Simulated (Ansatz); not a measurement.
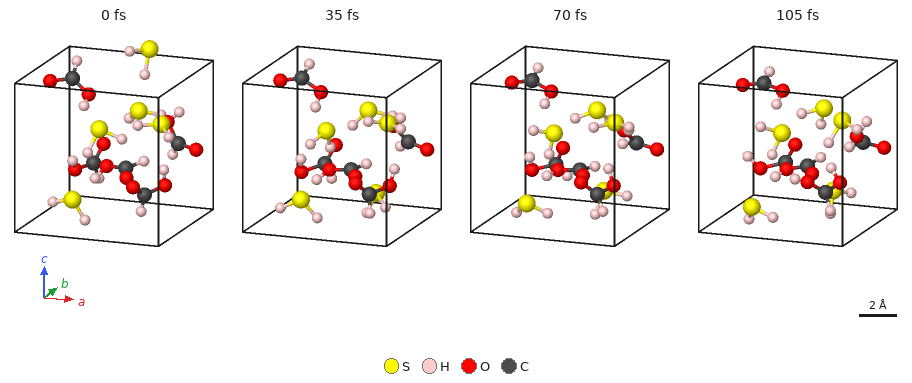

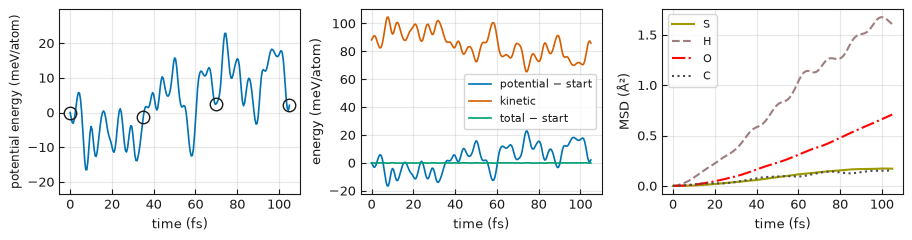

First-principles dynamics of a periodic cell with 5 SH2 + 5 HCOOH at 1.081 g/cm³, 105 fs long. It starts from the last geometry of an earlier run, with fresh velocities. Frames and the history of the run. The picture is a ball-and-stick view of the simulation cell, seen slightly off an axis. Atoms that leave the cell re-enter on the other side.

All numbers below come from Ansatz, DFT PBE-D3(BJ), scalar-relativistic, plane waves, PAW. Set-up: plane-wave cutoff 420 eV; k-point mesh 1 × 1 × 1; Fermi-Dirac smearing 0.02 eV; low-accuracy preset; constant energy (NVE); velocities drawn for 700 K; time step 0.5 fs.

The input:
```yaml
accuracy: low
crystal:
  lattice:
    - [8.504035, 0.0, 0.0]
    - [0.0, 8.504035, 0.0]
    - [0.0, 0.0, 8.504035]
  atoms:
    - { symbol: S, position: [0.27021272, 0.33181805, 0.15744253] }
    - { symbol: H, position: [0.34135442, 0.37346899, 0.01617887] }
    - { symbol: H, position: [0.123095, 0.35958263, 0.12170031] }
    - { symbol: S, position: [0.53798708, 0.83642893, 0.65380814] }
    - { symbol: H, position: [0.66118033, 0.91839841, 0.61890308] }
    - { symbol: H, position: [0.43665014, 0.92721225, 0.5724771] }
    - { symbol: S, position: [0.46033938, 0.31943255, 0.65303771] }
    - { symbol: H, position: [0.59525439, 0.37853804, 0.58356132] }
    - { symbol: H, position: [0.40767732, 0.24955816, 0.50629232] }
    - { symbol: S, position: [0.56833976, 0.95455908, 0.0427312] }
    - { symbol: H, position: [0.54187641, 0.93555355, -0.12696531] }
    - { symbol: H, position: [0.48210416, 0.81789296, 0.05364377] }
    - { symbol: S, position: [0.95226533, 0.16320523, 0.77184853] }
    - { symbol: H, position: [1.05012951, 0.04302785, 0.72351118] }
    - { symbol: H, position: [0.82787042, 0.06063336, 0.77706235] }
    - { symbol: O, position: [0.81865116, 0.62836798, 0.65810087] }
    - { symbol: C, position: [0.89456691, 0.62262239, 0.52133506] }
    - { symbol: O, position: [1.03221014, 0.58813497, 0.50130748] }
    - { symbol: H, position: [0.90448194, 0.61335045, 0.73612221] }
    - { symbol: H, position: [0.83581166, 0.67465042, 0.42977431] }
    - { symbol: O, position: [0.1193707, 0.77362437, 0.23535357] }
    - { symbol: C, position: [0.18814553, 0.92949754, 0.24686863] }
    - { symbol: O, position: [0.22941004, 1.00639014, 0.36025825] }
    - { symbol: H, position: [0.13324122, 0.69285296, 0.31492226] }
    - { symbol: H, position: [0.20184463, 0.99185237, 0.1297304] }
    - { symbol: O, position: [0.27050805, 0.6266617, 0.79145636] }
    - { symbol: C, position: [0.15498715, 0.63478271, 0.88596544] }
    - { symbol: O, position: [0.03074666, 0.55202636, 0.87746831] }
    - { symbol: H, position: [0.27334516, 0.53348787, 0.73817162] }
    - { symbol: H, position: [0.15152968, 0.72138309, 0.98159105] }
    - { symbol: O, position: [0.95115622, 0.23245524, 0.3434089] }
    - { symbol: C, position: [0.84667093, 0.13150406, 0.2946113] }
    - { symbol: O, position: [0.81326987, 0.01088103, 0.37255787] }
    - { symbol: H, position: [0.95666635, 0.19470884, 0.45748561] }
    - { symbol: H, position: [0.8150671, 0.15492084, 0.17429727] }
    - { symbol: O, position: [0.38139142, 0.66232936, 0.31138357] }
    - { symbol: C, position: [0.53039283, 0.61983632, 0.3225445] }
    - { symbol: O, position: [0.58480354, 0.49074972, 0.29386632] }
    - { symbol: H, position: [0.33528816, 0.57214394, 0.24696096] }
    - { symbol: H, position: [0.61539857, 0.72824665, 0.35016112] }
basis:
  ecutwfc: 420.0
kpoints:
  mp_grid: { grid: [1, 1, 1] }
hamiltonian:
  xc: pbe
  dispersion: d3bj
scf:
  occupations: { method: fermi_dirac, width: 0.02 }
  lower_state_search: "off"
md:
  timestep: 0.5
  n_steps: 210
  ensemble: nve
  temperature: 700.0
  initial_velocities: maxwell_boltzmann
  seed: 445117
```

Run as
```bash
ansatz run input.yaml --threads 1 --pin off --max-ram 3072MiB --backend cpu --events-out ev --progress --plain --runs-dir out
```

What do the frames and curves show?

Answer. The mean temperature in the second half is 635 K (standard deviation 62 K). The potential energy in the second half lies on average 8.1 meV per atom above the first frame. Root-mean-square distances from the starting positions over the second half, with the common drift of all atoms taken out: H 1.14 Å, O 0.69 Å, S 0.38 Å, C 0.36 Å. The heavy atoms stay within a fraction of a molecule's size of their starting places, while the hydrogen atoms travel further, as molecules turn; so short a run doesn't tell a liquid from a solid.

Limits of the set-up: the program's low-accuracy preset was used.

The run took of the order of 13 core-minutes on a shared host.
